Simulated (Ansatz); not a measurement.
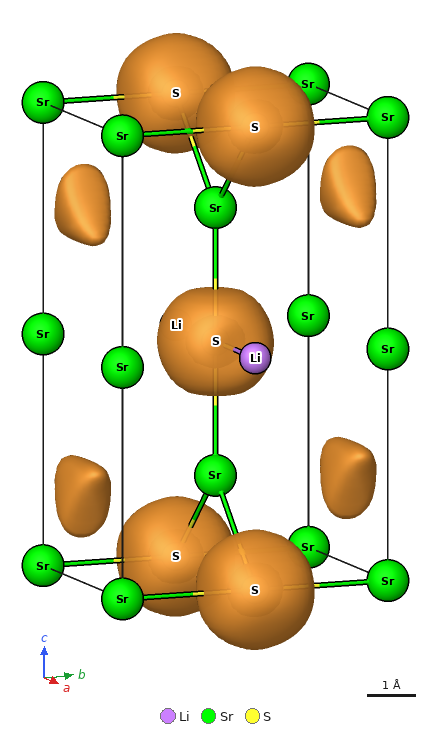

*Sr$_{4}$LiS$_{2}$. Isosurface of the electron localisation function at 0.75 (orange), seen slightly off an axis. Only the valence region is drawn (cores and ρ < 0.01 e/Å³ removed). Sticks mark near contacts.*

Space group Pmmm; a generated structure, not necessarily the stable one; computed without spin polarisation.

Computed with Ansatz, DFT PBE, scalar-relativistic, plane waves, PAW.

Core electrons are frozen (PAW), and the valence fields are smoothed inside the atomic spheres.

Q: Identify the bonds, lone pairs and shells in this picture.

A: At this value the surface marks out two regions wrapped around S (the valence shell of each) and two pockets between the atoms, centred on no nucleus (multi-centre or interstitial), counted in one cell of 7 atoms. Any copies at cell faces, edges or corners count once. Along the contacts the grid gives the following. Li–S (2.21 Å): the ELF peaks at about 0.85 in the valence shell of S, 0.9 Å from its nucleus, and is about 0.80 at the midpoint. Sr–S (2.84 Å): the ELF peaks at about 0.90 in the valence shell of S, 0.9 Å from its nucleus, and drops to about 0.10 between the two atoms; no shared electron pair shows on this line.
